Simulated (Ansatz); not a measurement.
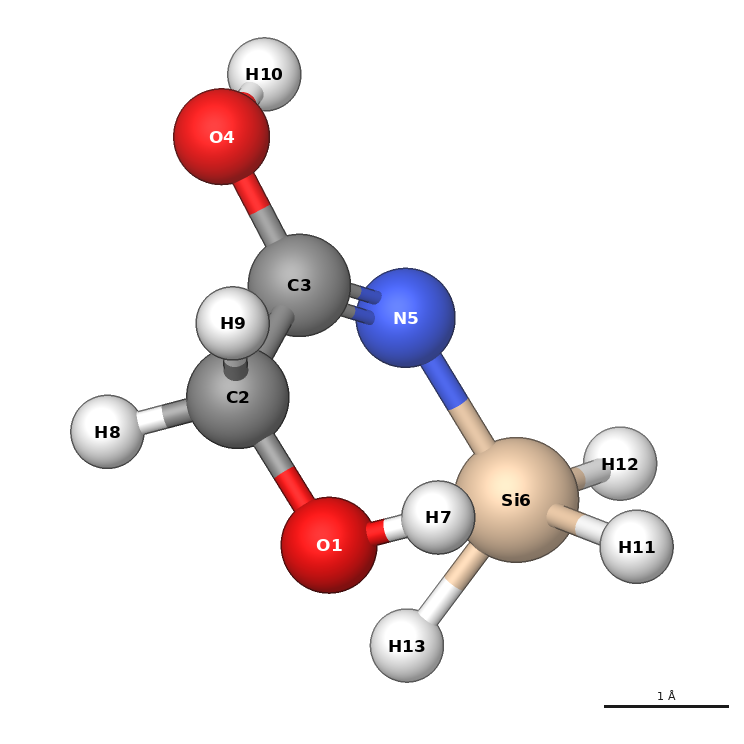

The atoms are numbered. Computed geometry: PBE-D4/def2-SVP optimisation. No frequency run is at hand to confirm it as a minimum.

Give the bond lengths.

| bond | length (Å) | order |
| --- | --- | --- |
| O1–C2 | 1.406 | single |
| O1–H7 | 0.976 | single |
| C2–C3 | 1.526 | single |
| C2–H8 | 1.112 | single |
| C2–H9 | 1.116 | single |
| C3–O4 | 1.355 | single |
| C3–N5 | 1.272 | double |
| O4–H10 | 0.983 | single |
| N5–Si6 | 1.755 | single |
| Si6–H11 | 1.512 | single |
| Si6–H12 | 1.504 | single |
| Si6–H13 | 1.505 | single |
